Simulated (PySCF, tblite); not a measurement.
# C₅H₉BClN: geometry, infrared bands and NMR shifts

Wanted: the infrared bands and NMR shifts of C₅H₉BClN (`Cl[BH2-][N+]#CCC1CC1`), by calculation.

Computed with tblite 0.8.0 and PySCF 2.14.0, with density-fitted response routines of our own, on a single molecule in the gas phase. Atoms are numbered from 0 throughout.

**1. The molecule as given**

17 atoms, charge 0, multiplicity 1; geometry from: force field or distance geometry start.

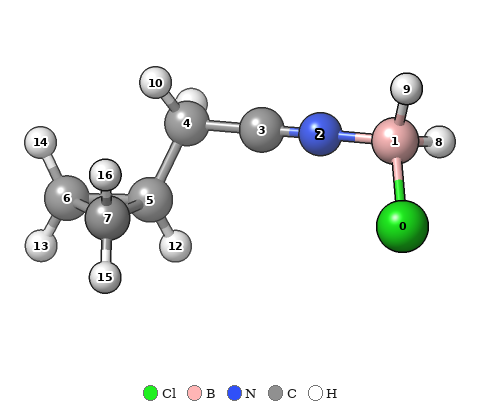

As it starts; chlorine green, boron pink, nitrogen blue, carbon grey, hydrogen white, atoms numbered.

**2. Geometry optimisation with GFN2-xTB**

What the job is given:

```
{"job": {"kind": "relax", "xc": "GFN2-xTB", "basis": "xTB"}, "charge": 0, "multiplicity": 1}
Cl     3.746100    -0.892600    -1.274500
B      3.465500     0.573100    -0.172000
N      2.040500     0.659100     0.196800
C      0.909000     0.741500     0.460600
C     -0.511400     0.819600     0.823900
C     -1.340900     0.015900    -0.193700
C     -2.693800    -0.439300     0.311900
C     -1.556000    -1.441600     0.164700
H      3.811200     1.560000    -0.723700
H      4.112500     0.434500     0.833800
H     -0.649700     0.457500     1.857000
H     -0.828100     1.881600     0.773300
H     -1.300200     0.259800    -1.265100
H     -3.472100    -0.524700    -0.471500
H     -2.939200    -0.187600     1.374100
H     -1.674100    -2.116000    -0.705500
H     -1.126400    -1.788700     1.126000
```

On the command line:

```console
OMP_NUM_THREADS=1 python probes_run.py task.json out
```

The driver reads the jobs from task.json and runs them one after another.

Standard output:

```text
step      E/eV     max force
  0    -652.43244    1.606
  1    -652.54708    3.102
  2    -652.61849    2.972
  3    -652.70172    0.400
  4    -652.72319    0.345
  5    -652.75406    0.599
  6    -652.76964    0.382
  7    -652.77796    0.178
  8    -652.78122    0.150
  9    -652.78416    0.184
 10    -652.78680    0.139
 11    -652.78927    0.146
 12    -652.79141    0.121
 13    -652.79306    0.141
 14    -652.79409    0.088
 15    -652.79479    0.059
 16    -652.79544    0.067
 17    -652.79620    0.103
 18    -652.79720    0.111
 19    -652.79847    0.122
 20    -652.80000    0.142
 21    -652.80165    0.131
 22    -652.80323    0.118
 23    -652.80460    0.116
 24    -652.80577    0.083
 25    -652.80670    0.079
 26    -652.80733    0.058
 27    -652.80774    0.049
 28    -652.80807    0.043
 29    -652.80843    0.061
 30    -652.80881    0.059
 31    -652.80923    0.054
 32    -652.80972    0.060
 33    -652.81031    0.066
 34    -652.81098    0.066
 35    -652.81163    0.086
 36    -652.81219    0.092
 37    -652.81280    0.081
 38    -652.81352    0.102
 39    -652.81425    0.092
 40    -652.81485    0.061
 41    -652.81537    0.077
 42    -652.81597    0.080
 43    -652.81673    0.079
 44    -652.81761    0.073
 45    -652.81848    0.077
 46    -652.81934    0.099
 47    -652.82026    0.103
 48    -652.82111    0.074
 49    -652.82169    0.053
 50    -652.82207    0.052
 51    -652.82243    0.055
 52    -652.82285    0.064
 53    -652.82334    0.064
 54    -652.82385    0.066
 55    -652.82436    0.081
 56    -652.82489    0.069
 57    -652.82534    0.054
 58    -652.82563    0.039
 59    -652.82583    0.040
 60    -652.82597    0.036
 61    -652.82610    0.027
 62    -652.82620    0.024
 63    -652.82629    0.024
 64    -652.82636    0.029
 65    -652.82645    0.028
 66    -652.82654    0.020
 67    -652.82660    0.021
 68    -652.82665    0.018
 69    -652.82669    0.015
 70    -652.82675    0.018
 71    -652.82683    0.022
 72    -652.82692    0.025
 73    -652.82701    0.027
 74    -652.82712    0.026
 75    -652.82726    0.021
 76    -652.82740    0.020
 77    -652.82751    0.022
 78    -652.82758    0.022
 79    -652.82763    0.019
 80    -652.82769    0.016
 81    -652.82775    0.014
 82    -652.82777    0.010
```

It took 0.58 s on 1 thread of Arm Neoverse V1, shared host; peak memory 0.18 GiB.

The steps of the relaxation: (not every step is listed)

```tsv
step	energy from step 0 (eV)	largest force (eV/Å)
0	0.0000	1.6063
1	-0.1146	3.1023
2	-0.1860	2.9718
3	-0.2693	0.4003
4	-0.2908	0.3445
5	-0.3216	0.5986
6	-0.3372	0.3825
7	-0.3455	0.1777
8	-0.3488	0.1503
14	-0.3616	0.0883
20	-0.3676	0.1419
26	-0.3749	0.0581
32	-0.3773	0.0596
38	-0.3811	0.1020
44	-0.3852	0.0727
50	-0.3896	0.0517
56	-0.3924	0.0685
62	-0.3938	0.0244
68	-0.3942	0.0176
74	-0.3947	0.0257
77	-0.3951	0.0222
78	-0.3951	0.0218
79	-0.3952	0.0186
80	-0.3952	0.0157
81	-0.3953	0.0141
82	-0.3953	0.0102
```

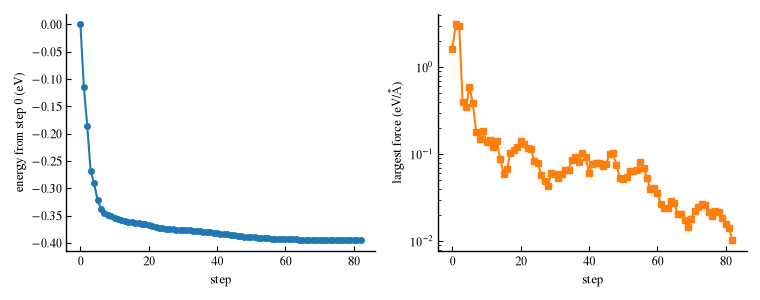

Energy and force, step by step.

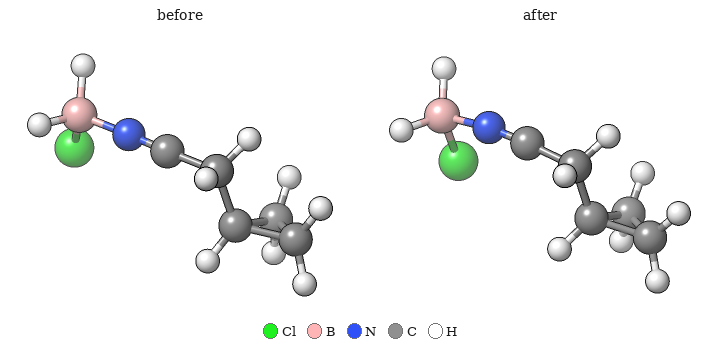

Before and after, at one scale.

Close pairs (by a distance rule), those that changed most:

```tsv
bond	before (Å)	after (Å)	change (Å)
C6–H14	1.119	1.080	-0.039
C3–C4	1.468	1.430	-0.038
C7–H16	1.109	1.079	-0.029
C7–H15	1.107	1.078	-0.029
C6–H13	1.108	1.079	-0.029
C6–C7	1.523	1.498	-0.025
B1–H9	1.204	1.184	-0.020
C5–C7	1.516	1.498	-0.019
```

The final coordinates are the input of the step that follows.

**3. Vibrational analysis with GFN2-xTB**

What the job is given:

```
{"job": {"kind": "ir", "xc": "GFN2-xTB", "basis": "xTB"}, "charge": 0, "multiplicity": 1}
Cl     2.988715    -0.987474    -1.234218
B      3.347065     0.507336    -0.190689
N      1.998404     0.809314     0.349204
C      0.886322     0.882370     0.627855
C     -0.519311     0.926685     0.887318
C     -1.234223     0.044468    -0.127695
C     -2.581007    -0.514691     0.219352
C     -1.388670    -1.419109     0.149382
H      3.678582     1.424080    -0.863948
H      4.061795     0.235281     0.713017
H     -0.711776     0.570457     1.903421
H     -0.863926     1.963390     0.809415
H     -1.060886     0.342596    -1.153533
H     -3.323266    -0.571817    -0.561388
H     -2.993372    -0.286409     1.190810
H     -1.302340    -2.107299    -0.675949
H     -0.989105    -1.807149     1.073805
```

Standard output:

```text
mode    cm-1     km/mol
  1      -8.0      0.04
  2      29.5      1.67
  3      56.5      1.48
  4     127.2      2.51
  5     164.1      1.45
  6     300.7      6.44
  7     326.6      0.53
  8     343.1      1.49
  9     361.7      5.55
 10     484.7      4.01
 11     540.8      1.31
 12     707.8      1.38
 13     784.7     14.54
 14     788.5      0.33
 15     828.9      6.06
 16     870.9      4.08
 17     880.5      8.01
 18     915.6      2.78
 19     996.4     45.60
 20    1000.4     88.54
 21    1021.9      6.68
 22    1058.8     73.99
 23    1075.6      0.97
 24    1078.4      2.98
 25    1091.4      0.73
 26    1105.1      6.78
 27    1147.9      0.48
 28    1154.3     33.15
 29    1169.4      6.98
 30    1243.1      5.68
 31    1261.0     17.90
 32    1379.5      5.66
 33    1403.9     11.87
 34    1441.0      0.35
 35    1489.9      2.72
 36    2378.8     24.09
 37    2502.4    105.46
 38    2514.3     86.58
 39    2937.4      4.88
 40    2959.3      2.86
 41    3066.5      9.26
 42    3091.3     23.63
 43    3098.2      9.32
 44    3107.5     18.03
 45    3123.6     28.75
```

It took 0.58 s on 1 thread of Arm Neoverse V1, shared host; peak memory 0.18 GiB.

Which atoms move in the most intense modes:

```tsv
cm⁻¹	km/mol	atoms
996	45.6	C5 26 %, C7 18 %, C6 13 %, H9 11 %
1000	88.5	H8 33 %, H9 30 %, B1 11 %
1059	74.0	N2 26 %, C4 25 %, H10 13 %, C3 13 %
1154	33.1	H8 46 %, H9 46 %
2379	24.1	C3 58 %, N2 40 %
2502	105.5	H8 79 %, H9 16 %
2514	86.6	H9 77 %, H8 14 %
3124	28.8	H15 61 %, H13 13 %
```

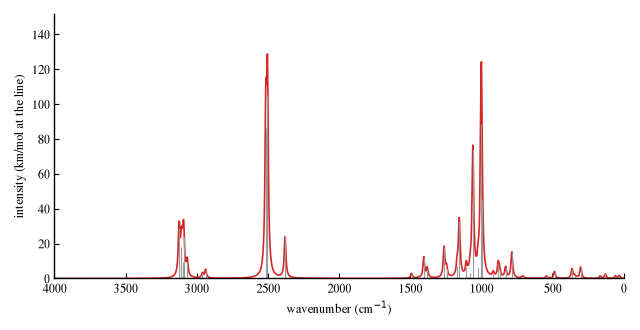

The infrared spectrum from these modes, unscaled. Lines are broadened to a width of 14 cm⁻¹ (Lorentzian).

**4. Shielding tensors: PBE0/pcSseg-1**

The job, as its differences from that of step 3:

```diff
@@ -1,2 +1,2 @@
-{"job": {"kind": "ir", "xc": "GFN2-xTB", "basis": "xTB"}, "charge": 0, "multiplicity": 1}
+{"job": {"kind": "nmr", "xc": "PBE0", "basis": "pcSseg-1"}, "charge": 0, "multiplicity": 1}
 Cl     2.988715    -0.987474    -1.234218
```

Method: GIAO PBE0/pcSseg-1 NMR shielding, non-relativistic, gas phase.

Standard output:

```text
coarse grid: 14784 points
cycle   1  E = -735.0766082567  dE =  1.165e+00  |g| = 4.852e-01  |ddm| = 3.626e+00
cycle   2  E = -734.9580672953  dE =  1.185e-01  |g| = 9.106e-01  |ddm| = 1.285e+00
cycle   3  E = -735.1437485220  dE = -1.857e-01  |g| = 1.703e-01  |ddm| = 6.957e-01
cycle   4  E = -735.1494217258  dE = -5.673e-03  |g| = 6.206e-02  |ddm| = 1.636e-01
cycle   5  E = -735.1502372138  dE = -8.155e-04  |g| = 9.341e-03  |ddm| = 4.676e-02
cycle   6  E = -735.1502587555  dE = -2.154e-05  |g| = 2.359e-03  |ddm| = 1.127e-02
cycle   7  E = -735.1502599899  dE = -1.234e-06  |g| = 5.935e-04  |ddm| = 2.558e-03
final grid: 138336 points
cycle   8  E = -735.1957477240  dE = -5.364e-05  |g| = 8.035e-03  |ddm| = 3.209e-02
cycle   9  E = -735.1957452791  dE =  2.445e-06  |g| = 8.661e-03  |ddm| = 1.411e-02
cycle  10  E = -735.1957639466  dE = -1.867e-05  |g| = 1.164e-03  |ddm| = 7.435e-03
cycle  11  E = -735.1957641307  dE = -1.841e-07  |g| = 6.932e-04  |ddm| = 1.072e-03
cycle  12  E = -735.1957642288  dE = -9.806e-08  |g| = 1.464e-04  |ddm| = 4.639e-04
cycle  13  E = -735.1957642335  dE = -4.742e-09  |g| = 3.286e-05  |ddm| = 1.242e-04
cycle  14  E = -735.1957642338  dE = -2.412e-10  |g| = 6.836e-06  |ddm| = 3.276e-05
converged SCF energy = -735.1957642338

GIAO shielding tensors (ppm)
atom      isotropic    diamagn.    paramagn.     s11        s22        s33       span
  0 Cl     964.045    1150.710    -186.664    763.896   1018.682   1109.557    345.661
  1 B      123.796     188.274     -64.478    115.870    121.010    134.508     18.638
  2 N       36.383     333.142    -296.759   -113.394   -106.630    329.173    442.567
  3 C       60.149     269.573    -209.424    -28.685    -25.805    234.938    263.623
  4 C      163.045     248.599     -85.553    147.026    161.459    180.651     33.624
  5 C      176.482     247.889     -71.408    150.647    161.486    217.311     66.664
  6 C      179.430     256.783     -77.353    148.841    177.440    212.009     63.168
  7 C      178.713     249.652     -70.939    145.508    177.785    212.847     67.339
  8 H       28.619      29.155      -0.536     24.520     28.273     33.063      8.543
  9 H       28.699      28.962      -0.264     24.618     28.289     33.189      8.572
 10 H       30.134      29.662       0.472     25.143     29.377     35.883     10.739
 11 H       28.488      27.869       0.619     22.793     27.344     35.328     12.535
 12 H       30.496      32.201      -1.705     24.032     28.263     39.192     15.160
 13 H       30.878      30.279       0.599     24.882     26.461     41.291     16.409
 14 H       31.458      31.088       0.370     25.521     28.679     40.175     14.654
 15 H       30.654      30.669      -0.015     25.562     26.114     40.287     14.725
 16 H       31.274      31.358      -0.084     26.894     27.618     39.311     12.417
```

Wall time 27 s (1 thread of Arm Neoverse V1, shared host); peak memory 0.83 GiB.

The references, computed at this level on geometries of the same kind, shield at (ppm): 1H TMS 31.72, 13C TMS 186.9, 15N NH3 267.7, 11B BF3·OEt2 100.1, 35Cl HCl 950. Their shielding less the atom's gives the shift. The references are single molecules in the gas phase, so shifts against H2O, NH3, PH3, H3PO4 or CFCl3 are not on the usual liquid scales and can be off by tens of ppm. Atoms listed in one row are averaged.

```tsv
atoms	environment	σ (ppm)	δ (ppm)	δ scaled to CDCl3
C3	nitrilium-type carbon	60.1	126.8	121.8
C4	sp3 CH2 α to a nitrile	163.0	23.9	21.4
C5	three-membered-ring carbon	176.5	10.4	8.3
C6, C7	three-membered-ring carbon	179.1	7.9	5.8
H8, H9	hydrogen on a boron bonded to Cl, N	28.66	3.06	–
H10, H11	hydrogen on an sp3 CH2 α to a nitrile	29.31	2.41	2.37
H12	hydrogen on a three-membered-ring carbon	30.50	1.22	1.26
H13, H15	hydrogen on a three-membered-ring carbon	30.77	0.95	1.00
H14, H16	hydrogen on a three-membered-ring carbon	31.37	0.35	0.44
Cl0	chlorine bonded to B	964	-14	–
B1	boron bonded to Cl, N, 2 H	123.8	-23.7	–
N2	donor nitrogen of a Lewis adduct	36.4	231.3	–
```

The scaled column applies a straight-line fit of computed shieldings to shifts measured in CDCl3, with any fitted terms for Cl, Br or S neighbours (root-mean-square error 0.16 ppm for H, 1.9 ppm for C).

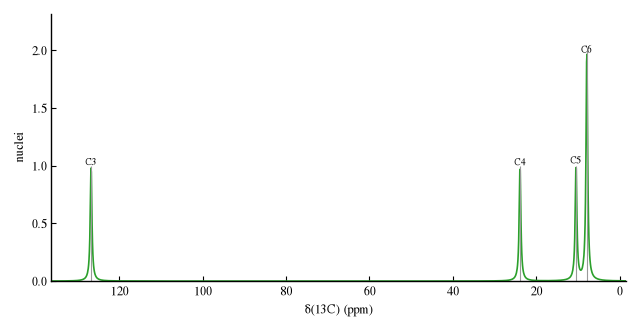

13C lines at the computed shifts, without couplings. Lines are broadened to a width of 0.48 ppm (Lorentzian).

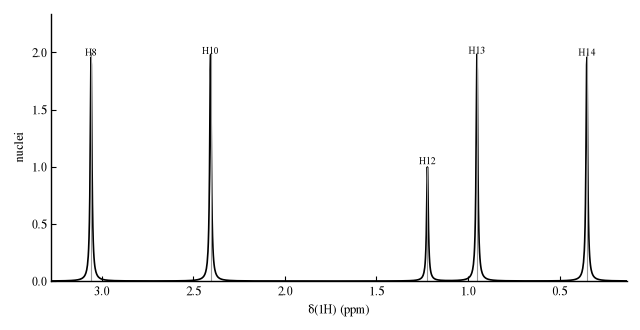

1H lines at the computed shifts, without couplings. Lines are broadened to a width of 0.01 ppm (Lorentzian).

Charges from the same density, by scheme (e):

```tsv
atoms	Mulliken	IAO	Hirshfeld	ESP fit
Cl0	-0.37	-0.25	-0.22	-0.32
B1	0.10	-0.21	-0.02	0.04
N2	-0.29	0.01	-0.01	-0.15
C3	0.32	0.26	0.19	0.44
C4	-0.10	-0.29	-0.03	-0.54
C5	-0.32	-0.13	-0.03	0.06
C6, C7	-0.18	-0.29	-0.08	-0.33
```

Mulliken charges:

Cl0 -0.37; B1 0.10; N2 -0.29; C3 0.32; C4 -0.10; C5 -0.32; C6 -0.19; C7 -0.17; H8 -0.03; H9 -0.03; H10 0.17; H11 0.19; H12 0.15; H13 0.14; H14 0.13; H15 0.15; H16 0.14

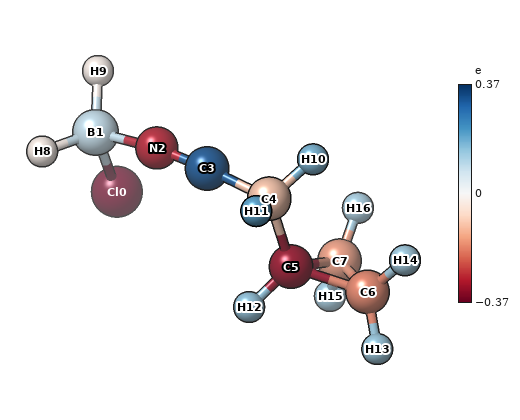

Mulliken charges, as colours on the atoms.

Mayer bond orders: Cl0–B1 0.86, B1–N2 0.74, N2–C3 2.60, C3–C4 1.04, C4–C5 0.99, C5–C6 0.96, C6–C7 0.97, C7–C5 0.94.

Ring of atoms C5, C6, C7: NICS(0) -44.0, NICS(1) -8.6, NICS(1)zz -22.3 ppm (means of both faces).

In rings of three or four atoms NICS is ruled by the nearby σ bonds, so it says little on aromaticity.

**5. Summary of results**

| quantity | value |
| --- | --- |
| strongest single infrared mode (GFN2-xTB) | 2502 cm⁻¹, 105 km/mol |
| zero-point energy (GFN2-xTB) | 82.1 kcal/mol |
| 13C shifts against TMS (PBE0/pcSseg-1, means over atoms taken as alike) | 126.8, 23.9, 10.4, 7.9 ppm |
| 1H shifts against TMS (PBE0/pcSseg-1, means over atoms taken as alike) | 3.06, 2.41, 1.22, 0.95, 0.35 ppm |
| 35Cl shifts against HCl (PBE0/pcSseg-1) | -14 ppm |
| 11B shifts against BF3·OEt2 (PBE0/pcSseg-1) | -23.7 ppm |
| 15N shifts against NH3 (PBE0/pcSseg-1) | 231.3 ppm |

What this shows: Relaxing lowered the energy by 0.395 eV in 82 steps; the close pair that moved most is C6–H14, from 1.119 to 1.080 Å. The lowest mode is slightly imaginary (8i cm⁻¹), a soft motion within the noise of the Hessian, so the minimum is not strictly shown. The strongest single mode, at 2502 cm⁻¹, moves mainly H8. GFN2-xTB is a fitted tight-binding method: band positions and strengths are rough. Its intensities can rank the bands wrongly. At PBE0/pcSseg-1: The widest tensor belongs to N2: span 443 ppm, with a paramagnetic part of -297 ppm.
